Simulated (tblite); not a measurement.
## Geometry relaxation of C7H15GaO

The run: geometry relaxation of C7H15GaO. Method and program: GFN2-xTB geometry optimisation, gas phase (tblite 0.8.0).

It belongs to a series of runs on one base structure; here: H on C replaced by allyl.

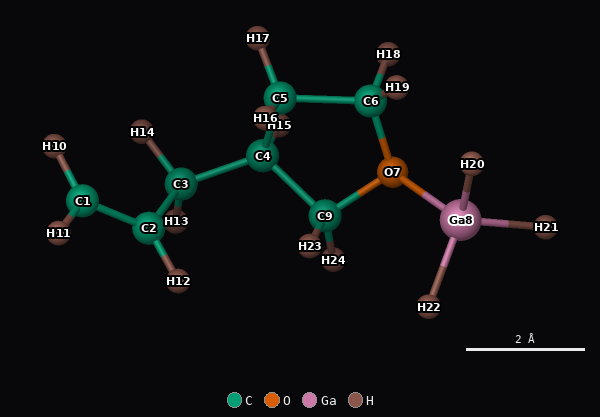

*The input geometry (ball-and-stick view, seen at a tilt; atoms are numbered from 1 in the order of the input). Sticks mark near contacts.*

**Summary**

```tsv
quantity	value
outcome	converged
total energy	−758.7989 eV
hardware	1 CPU thread, shared host
wall time	4.5 s
peak memory	0.19 GiB
```

**The input**
```
{"job": {"kind": "relax", "xc": "GFN2-xTB", "basis": "xTB"}, "charge": 0, "multiplicity": 1}
C      3.416100     0.757100    -0.013400
C      2.324800     0.399300    -0.747500
C      1.736300    -0.949100    -0.550500
C      0.328000    -0.982000    -0.131700
C     -0.035200    -0.358100     1.186300
C     -1.563800    -0.345100     1.034200
O     -1.864100    -0.337500    -0.301300
Ga    -2.974500     1.039500    -0.662500
C     -0.672300    -0.312600    -1.020700
H      3.841200     0.060000     0.725900
H      3.852500     1.754500    -0.150900
H      1.879500     1.068400    -1.465900
H      1.873400    -1.509900    -1.478900
H      2.352900    -1.435800     0.248700
H      0.027000    -2.067700    -0.056400
H      0.234200     0.713500     1.294300
H      0.288900    -0.939800     2.063500
H     -1.905900    -1.306600     1.463500
H     -2.025800     0.482100     1.615100
H     -3.228700     1.833100     0.707300
H     -4.404400     0.450500    -1.144500
H     -2.345400     1.986200    -1.818600
H     -0.385100     0.760400    -1.097600
H     -0.761600    -0.740700    -2.023900
```

The first line tells a small driver script what to run in tblite; the rest is the geometry in Å.

Run as:
```bash
OMP_NUM_THREADS=1 python <driver script> task.json out
```

**The program's output**
```
step      E/eV     max force
  0    -757.43983    3.345
  1    -757.87257    2.460
  2    -758.06772    1.618
  3    -758.20005    0.856
  4    -758.28277    0.524
  5    -758.31944    0.474
  6    -758.34547    0.396
  7    -758.36637    0.295
  8    -758.38423    0.254
  9    -758.39912    0.287
 10    -758.41269    0.298
 11    -758.42709    0.272
 12    -758.44171    0.315
 13    -758.45520    0.299
 14    -758.46771    0.304
 15    -758.47841    0.324
 16    -758.48674    0.243
 17    -758.49308    0.151
 18    -758.49735    0.158
 19    -758.50078    0.156
 20    -758.50463    0.126
 21    -758.50872    0.164
 22    -758.51245    0.148
 23    -758.51545    0.103
 24    -758.51810    0.108
 25    -758.52076    0.111
 26    -758.52349    0.152
 27    -758.52638    0.134
 28    -758.52952    0.139
 29    -758.53271    0.148
 30    -758.53559    0.119
 31    -758.53797    0.133
 32    -758.53994    0.095
 33    -758.54186    0.077
 34    -758.54381    0.084
 35    -758.54570    0.110
 36    -758.54751    0.101
 37    -758.54880    0.108
 38    -758.55013    0.160
 39    -758.55135    0.089
 40    -758.55277    0.066
 41    -758.55385    0.074
 42    -758.55568    0.098
 43    -758.55708    0.092
 44    -758.55846    0.082
 45    -758.56007    0.082
 46    -758.56185    0.095
 47    -758.56333    0.089
 48    -758.56449    0.079
 49    -758.56553    0.068
 50    -758.56691    0.072
 51    -758.56795    0.071
 52    -758.56912    0.074
 53    -758.57014    0.073
 54    -758.57125    0.072
 55    -758.57242    0.070
 56    -758.57356    0.072
 57    -758.57453    0.073
 58    -758.57516    0.106
 59    -758.57613    0.068
 60    -758.57701    0.056
 61    -758.57829    0.078
 62    -758.57898    0.064
 63    -758.57986    0.051
 64    -758.58062    0.047
 65    -758.58133    0.053
 66    -758.58195    0.058
 67    -758.58251    0.049
 68    -758.58297    0.043
 69    -758.58337    0.044
 70    -758.58370    0.056
 71    -758.58394    0.031
 72    -758.58412    0.027
 73    -758.58427    0.026
 74    -758.58446    0.038
 75    -758.58469    0.044
 76    -758.58491    0.033
 77    -758.58511    0.035
 78    -758.58533    0.041
 79    -758.58566    0.045
 80    -758.58611    0.051
 81    -758.58660    0.047
 82    -758.58704    0.045
 83    -758.58746    0.060
 84    -758.58792    0.068
 85    -758.58841    0.059
 86    -758.58883    0.042
 87    -758.58921    0.047
 88    -758.58968    0.052
 89    -758.59036    0.061
 90    -758.59123    0.067
 91    -758.59218    0.067
 92    -758.59312    0.065
 93    -758.59413    0.094
 94    -758.59526    0.097
 95    -758.59644    0.073
 96    -758.59756    0.077
 97    -758.59872    0.088
 98    -758.59953    0.140
 99    -758.60074    0.139
100    -758.60221    0.068
101    -758.60407    0.068
102    -758.60572    0.092
103    -758.60720    0.166
104    -758.60891    0.106
105    -758.61116    0.104
106    -758.61258    0.141
107    -758.61471    0.107
108    -758.61767    0.141
109    -758.62017    0.108
110    -758.62211    0.089
111    -758.62519    0.115
112    -758.62849    0.122
113    -758.63314    0.151
114    -758.63546    0.128
115    -758.63781    0.145
116    -758.64003    0.191
117    -758.64344    0.165
118    -758.64796    0.143
119    -758.65173    0.147
120    -758.65606    0.164
121    -758.66055    0.162
122    -758.66527    0.127
123    -758.66884    0.115
124    -758.67080    0.148
125    -758.67331    0.107
126    -758.67547    0.085
127    -758.67726    0.088
128    -758.67801    0.087
129    -758.67880    0.056
130    -758.67946    0.051
131    -758.67999    0.051
132    -758.68050    0.053
133    -758.68090    0.045
134    -758.68133    0.039
135    -758.68179    0.046
136    -758.68226    0.040
137    -758.68278    0.051
138    -758.68342    0.062
139    -758.68421    0.063
140    -758.68502    0.058
141    -758.68570    0.068
142    -758.68622    0.050
143    -758.68665    0.048
144    -758.68704    0.037
145    -758.68739    0.040
146    -758.68775    0.048
147    -758.68818    0.053
148    -758.68877    0.057
149    -758.68962    0.066
150    -758.69089    0.084
151    -758.69262    0.119
152    -758.69462    0.135
153    -758.69668    0.127
154    -758.69893    0.106
155    -758.70191    0.113
156    -758.70571    0.148
157    -758.70969    0.163
158    -758.70930    0.333
159    -758.71468    0.105
160    -758.71642    0.097
161    -758.71910    0.156
162    -758.72179    0.165
163    -758.72452    0.122
164    -758.72823    0.116
165    -758.73149    0.153
166    -758.73521    0.160
167    -758.73883    0.206
168    -758.74388    0.150
169    -758.74628    0.109
170    -758.74821    0.103
171    -758.75073    0.080
172    -758.75250    0.095
173    -758.75294    0.112
174    -758.75485    0.061
175    -758.75564    0.050
176    -758.75703    0.062
177    -758.75799    0.070
178    -758.75951    0.073
179    -758.76111    0.070
180    -758.76251    0.066
181    -758.76381    0.084
182    -758.76563    0.099
183    -758.76800    0.101
184    -758.77050    0.081
185    -758.77228    0.076
186    -758.77346    0.075
187    -758.77457    0.056
188    -758.77562    0.053
189    -758.77656    0.045
190    -758.77719    0.055
191    -758.77785    0.054
192    -758.77855    0.057
193    -758.77922    0.051
194    -758.77978    0.052
195    -758.78033    0.051
196    -758.78100    0.056
197    -758.78193    0.062
198    -758.78312    0.060
199    -758.78439    0.069
200    -758.78555    0.062
201    -758.78653    0.073
202    -758.78735    0.070
203    -758.78800    0.059
204    -758.78848    0.036
205    -758.78879    0.038
206    -758.78904    0.037
207    -758.78925    0.034
208    -758.78946    0.030
209    -758.78964    0.025
210    -758.78982    0.029
211    -758.79000    0.027
212    -758.79021    0.027
213    -758.79044    0.031
214    -758.79066    0.028
215    -758.79086    0.026
216    -758.79103    0.025
217    -758.79122    0.026
218    -758.79147    0.027
219    -758.79174    0.029
220    -758.79202    0.036
221    -758.79230    0.042
222    -758.79264    0.044
223    -758.79307    0.044
224    -758.79358    0.045
225    -758.79406    0.037
226    -758.79441    0.034
227    -758.79461    0.030
228    -758.79475    0.024
229    -758.79489    0.029
230    -758.79504    0.025
231    -758.79520    0.025
232    -758.79532    0.021
233    -758.79541    0.023
234    -758.79549    0.019
235    -758.79561    0.027
236    -758.79580    0.036
237    -758.79601    0.036
238    -758.79625    0.037
239    -758.79649    0.031
240    -758.79670    0.034
241    -758.79688    0.029
242    -758.79704    0.028
243    -758.79716    0.026
244    -758.79725    0.023
245    -758.79733    0.019
246    -758.79740    0.017
247    -758.79750    0.019
248    -758.79758    0.018
249    -758.79765    0.014
250    -758.79770    0.013
251    -758.79774    0.015
252    -758.79778    0.015
253    -758.79783    0.018
254    -758.79790    0.017
255    -758.79799    0.020
256    -758.79813    0.026
257    -758.79828    0.026
258    -758.79843    0.023
259    -758.79854    0.019
260    -758.79862    0.018
261    -758.79869    0.019
262    -758.79877    0.019
263    -758.79884    0.015
264    -758.79888    0.012
265    -758.79891    0.010
266    -758.79893    0.007
```

**Trajectory as extended XYZ (Å, eV, eV/Å), 4 of the 267 frames kept, from step=0 to step=266**
```
24
Properties=species:S:1:pos:R:3:forces:R:3 step=0 energy=-757.43983
C     3.4161    0.7571   -0.0134   -1.5470  -0.0350  -1.1180
C     2.3248    0.3993   -0.7475    2.1180   0.7840   1.6450
C     1.7363   -0.9491   -0.5505    1.9840  -0.3550   0.0850
C     0.3280   -0.9820   -0.1317   -0.9890  -1.7120   0.3470
C    -0.0352   -0.3581    1.1863   -0.4810   0.9690   0.8000
C    -1.5638   -0.3451    1.0342    0.4510  -1.2330   3.0770
O    -1.8641   -0.3375   -0.3013   -0.7550  -0.7390  -0.8590
Ga   -2.9745    1.0395   -0.6625   -2.3290   1.9700  -0.9350
C    -0.6723   -0.3126   -1.0207    1.1670   1.1830  -0.9640
H     3.8412    0.0600    0.7259   -0.1930   0.6860  -0.5770
H     3.8525    1.7545   -0.1509   -0.0770  -0.7370   0.2420
H     1.8795    1.0684   -1.4659    0.0820  -0.0080  -0.0110
H     1.8734   -1.5099   -1.4789   -0.0770  -0.1570  -0.0190
H     2.3529   -1.4358    0.2487   -0.4510   0.0720  -0.6390
H     0.0270   -2.0677   -0.0564    0.1690   0.6030  -0.0450
H     0.2342    0.7135    1.2943    0.6020  -0.6430  -0.1820
H     0.2889   -0.9398    2.0635   -0.0520   0.3800  -0.3330
H    -1.9059   -1.3066    1.4635   -0.3900   0.1180   0.0140
H    -2.0258    0.4821    1.6151    0.1220  -0.3750  -0.3530
H    -3.2287    1.8331    0.7073    0.1720  -0.0240  -0.2500
H    -4.4044    0.4505   -1.1445    0.5680  -0.0370   0.1030
H    -2.3454    1.9862   -1.8186    0.0110  -0.3880   0.3390
H    -0.3851    0.7604   -1.0976    0.1860  -0.2800  -0.4740
H    -0.7616   -0.7407   -2.0239   -0.2910  -0.0390   0.1060
24
Properties=species:S:1:pos:R:3:forces:R:3 step=89 energy=-758.59036
C     3.2032    0.9338    0.1624    0.0170   0.0050  -0.0180
C     2.1781    0.5071   -0.5507    0.0090  -0.0090  -0.0300
C     1.7745   -0.9317   -0.6501   -0.0360  -0.0040   0.0040
C     0.3408   -1.1886   -0.1627    0.0000   0.0100   0.0500
C     0.0871   -0.6139    1.2405    0.0110   0.0010   0.0380
C    -1.3768   -0.2054    1.1802    0.0110  -0.0200   0.0080
O    -1.5308    0.2936   -0.1456   -0.0550   0.0040  -0.0140
Ga   -3.0938    1.4088   -0.8419    0.0310   0.0250  -0.0190
C    -0.7443   -0.5150   -1.0264    0.0600  -0.0030   0.0110
H     3.8223    0.2551    0.7272    0.0020   0.0110  -0.0050
H     3.4763    1.9739    0.2017    0.0000   0.0110   0.0160
H     1.5754    1.2129   -1.1077    0.0050  -0.0180   0.0050
H     1.8484   -1.2597   -1.6907    0.0120   0.0030  -0.0010
H     2.4576   -1.5401   -0.0534   -0.0100   0.0100  -0.0180
H     0.1716   -2.2701   -0.1499    0.0070   0.0330  -0.0270
H     0.7154    0.2651    1.3947   -0.0090  -0.0110   0.0090
H     0.2862   -1.3362    2.0283   -0.0030  -0.0010   0.0110
H    -2.0359   -1.0669    1.3436   -0.0180  -0.0280  -0.0320
H    -1.6562    0.5943    1.8701    0.0190  -0.0090  -0.0360
H    -3.3164    2.2739    0.4211   -0.0010  -0.0130   0.0000
H    -4.1417    0.3061   -1.1582    0.0130   0.0180   0.0040
H    -2.3422    2.0291   -2.0463   -0.0120  -0.0020  -0.0060
H    -0.3293    0.1510   -1.7890   -0.0440  -0.0320   0.0170
H    -1.3811   -1.2572   -1.5228   -0.0100   0.0170   0.0340
24
Properties=species:S:1:pos:R:3:forces:R:3 step=177 energy=-758.75799
C     2.2165    1.4467    0.1707   -0.0010  -0.0120  -0.0310
C     1.5104    0.7445   -0.6981    0.0090  -0.0300   0.0430
C     1.5778   -0.7506   -0.7931   -0.0240  -0.0060   0.0440
C     0.3720   -1.4633   -0.1473    0.0070  -0.0010  -0.0460
C     0.0951   -0.9745    1.2888    0.0100  -0.0140  -0.0310
C    -1.3095   -0.3649    1.2150   -0.0040   0.0230   0.0300
O    -1.5274   -0.0812   -0.1591   -0.0320   0.0330   0.0510
Ga   -1.8575    1.8178   -0.9017    0.0200  -0.0210  -0.0290
C    -0.9500   -1.1638   -0.8682    0.0500   0.0050  -0.0140
H     2.9005    0.9738    0.8620    0.0100   0.0480  -0.0500
H     2.1549    2.5208    0.2151   -0.0150  -0.0160   0.0230
H     0.8377    1.2515   -1.3846   -0.0240  -0.0180   0.0010
H     1.6314   -1.0509   -1.8436    0.0150   0.0000   0.0560
H     2.4814   -1.1010   -0.2881    0.0050  -0.0020  -0.0160
H     0.5674   -2.5378   -0.1710    0.0040  -0.0070   0.0130
H     0.8222   -0.2132    1.5663   -0.0070  -0.0080   0.0330
H     0.1310   -1.7833    2.0151    0.0220  -0.0140   0.0060
H    -2.0655   -1.0812    1.5609   -0.0400  -0.0180  -0.0200
H    -1.4142    0.5656    1.7758    0.0010   0.0390  -0.0340
H    -1.0442    2.6512    0.1213    0.0290  -0.0030  -0.0170
H    -3.4007    1.9072   -0.8091   -0.0120  -0.0090   0.0420
H    -1.2886    1.5920   -2.3335   -0.0170   0.0190   0.0020
H    -0.8249   -0.8585   -1.9080   -0.0200   0.0060  -0.0150
H    -1.6277   -2.0272   -0.8111    0.0120   0.0050  -0.0390
24
Properties=species:S:1:pos:R:3:forces:R:3 step=266 energy=-758.79893
C     2.3819    1.4994   -0.0744   -0.0020  -0.0010   0.0060
C     1.5631    0.6809   -0.7080    0.0040  -0.0020  -0.0010
C     1.6369   -0.8125   -0.6179    0.0030  -0.0010   0.0020
C     0.3439   -1.4472   -0.0835    0.0030  -0.0030   0.0000
C    -0.0669   -0.8850    1.2932    0.0040  -0.0010  -0.0060
C    -1.5307   -0.4902    1.1029    0.0020   0.0000  -0.0050
O    -1.6323   -0.1567   -0.2725   -0.0030   0.0060  -0.0010
Ga   -1.7955    1.8532   -0.7113    0.0060  -0.0020   0.0020
C    -0.8783   -1.1387   -0.9682   -0.0020   0.0000   0.0040
H     3.1750    1.1344    0.5602    0.0010  -0.0010  -0.0010
H     2.2984    2.5683   -0.1699    0.0020   0.0030  -0.0020
H     0.7839    1.0888   -1.3489   -0.0030   0.0000   0.0030
H     1.8331   -1.2249   -1.6123    0.0040   0.0020   0.0020
H     2.4647   -1.1002    0.0342   -0.0010   0.0060   0.0040
H     0.4931   -2.5286   -0.0300   -0.0050  -0.0040  -0.0010
H     0.5242    0.0040    1.5184    0.0000   0.0000  -0.0060
H     0.0574   -1.6087    2.0960    0.0010   0.0020  -0.0060
H    -2.2051   -1.3289    1.3217   -0.0030  -0.0020   0.0030
H    -1.8308    0.3859    1.6827   -0.0010  -0.0010   0.0030
H    -0.7775    2.5048    0.2618    0.0000   0.0000  -0.0010
H    -3.2885    2.0100   -0.3309   -0.0040   0.0010   0.0000
H    -1.4393    1.7769   -2.2207   -0.0010  -0.0010   0.0000
H    -0.6200   -0.7324   -1.9476   -0.0050  -0.0010  -0.0010
H    -1.5025   -2.0327   -1.1008   -0.0010   0.0000   0.0030
```

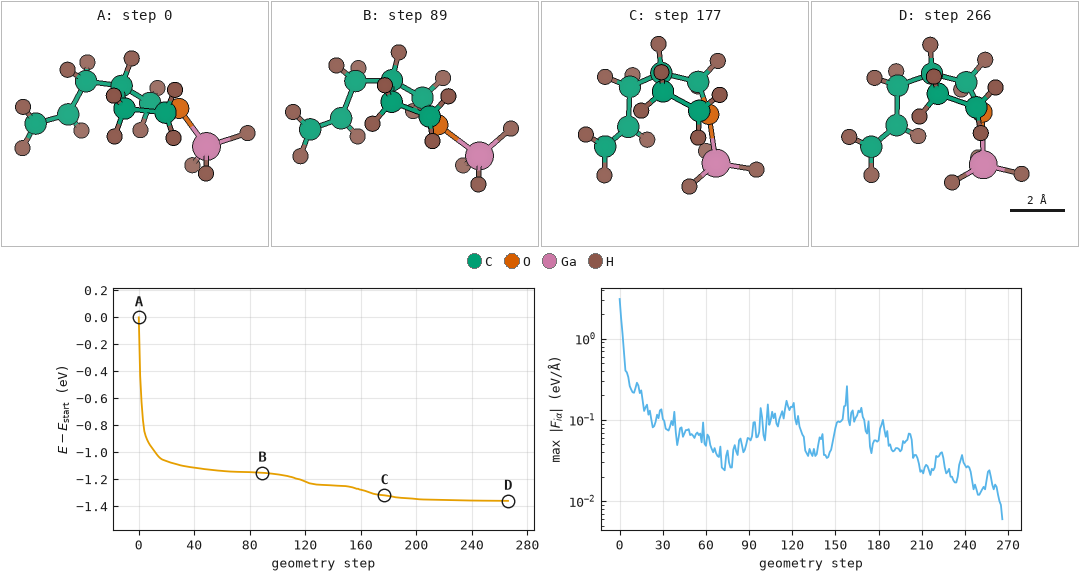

*Frames of the relaxation (ball-and-stick view, seen at a tilt) above the curves, on which the letters mark them (steps are counted from 0).*

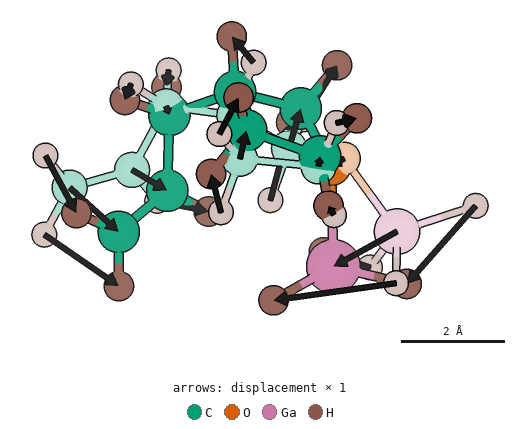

*Start (faint) and end (solid) with the displacements as black arrows, at true length (ball-and-stick view, seen at a tilt). The two geometries are laid on each other by the best rigid fit.*

H20 moves most after the best rigid fit: 2.54 Å. Largest moves by element: H 2.54 Å, Ga 1.45 Å, C 1.29 Å, O 0.30 Å. Among the contacts that change: O7–Ga8 1.805 → 2.064 Å, Ga8–H21 1.620 → 1.549 Å, C3–C4 1.470 → 1.536 Å, Ga8–H20 1.603 → 1.552 Å. Among the angles that change: Ga8–O7–C9 114.2° → 127.7°, O7–Ga8–H22 110.4° → 98.1°, O7–Ga8–H21 109.0° → 97.0°. Over 266 geometry steps the energy falls by 1.359 eV. Largest force component: 3.1 eV/Å at the start, 0.006 eV/Å at the end. (Atoms are counted from 1 in the order of the input.)
